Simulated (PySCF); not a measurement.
## Electronic structure of C$_{2}$H$_{10}$GeOSi$_{2}$ in real space

Input file:

```
{"job": {"kind": "uv", "xc": "CAM-B3LYP", "basis": "def2-SVPD", "nstates": 8, "ntriplets": 3}, "charge": 0, "multiplicity": 1}
C      2.367308    -0.079610    -0.740136
Si     0.868445    -0.291029     0.409714
C     -0.550691    -1.309088    -0.340612
Si    -2.220388    -0.436239     0.038113
O     -1.893106     1.081059     0.467606
Ge    -0.243536     1.775600     0.775957
H      2.090007     0.401169    -1.674507
H      2.810579    -1.040591    -0.979099
H      3.133825     0.527946    -0.268843
H      1.287626    -0.826457     1.719693
H     -0.555114    -2.327057     0.043031
H     -0.420838    -1.391511    -1.419672
H     -3.045945    -0.369627    -1.166074
H     -2.870720    -1.106311     1.165214
H     -0.488392     2.427845     2.134122
H     -0.276660     2.972847    -0.175917
```

Run with:

```sh
OMP_NUM_THREADS=1 python probes_run.py task.json out
```

Geometry: GFN2-xTB.

Computed with PySCF, CAM-B3LYP/def2-SVPD, SCF density, gas phase.

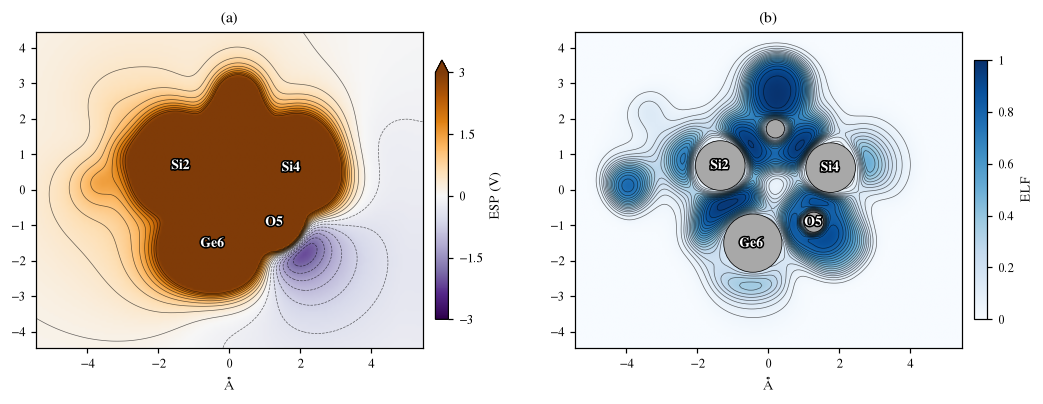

Figure 1. (a) molecular electrostatic potential; (b) electron localisation function on the plane of atoms Si4, O5 and Ge6. Grey discs cover the atomic cores in the ELF map.

Question: What do the fields say about this system?

Answer:
- The plane passes through Si, O and Ge nuclei.
- Si–O (1.61 Å): the ELF peaks at about 0.85 between the atoms: a short, strongly polar bond.
- Ge–O (1.82 Å): the ELF peaks at about 0.85 in the valence shell of O, 0.6 Å from its nucleus, and is about 0.30 at the midpoint.
- Si–Ge (2.38 Å): the ELF peaks at about 0.95 between the atoms; localised, covalent bonding.
- The ELF also peaks beside O5, away from the bonds: lone-pair regions.
- Outside the dense part of the molecule the potential is most negative (−2.1 V) near O5.

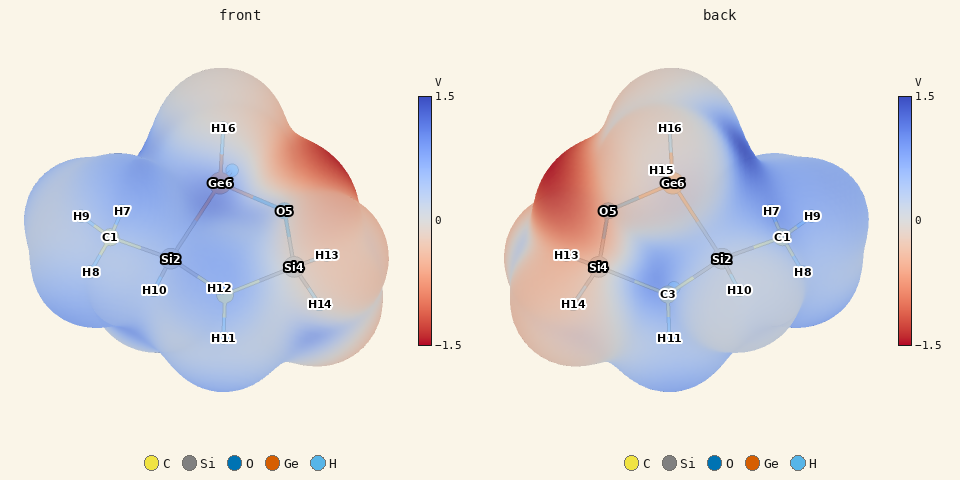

Figure 2. The molecular electrostatic potential painted on the density surface at 0.001 e/bohr³, seen from the front and from behind; the colour scale runs from red (negative) to blue (positive).

Question: Which sites attract a positive test charge, and which a negative one?

Answer: A positive charge is drawn to the negative regions and a negative charge to the positive ones. The most negative region (about −1.4 V) lies over O5, the most positive (about +1.3 V) over Ge6. O5 is the likeliest acceptor of a hydrogen bond.

Question: What dipole moment does the calculation give?

Answer: Its dipole moment is 3.03 D.
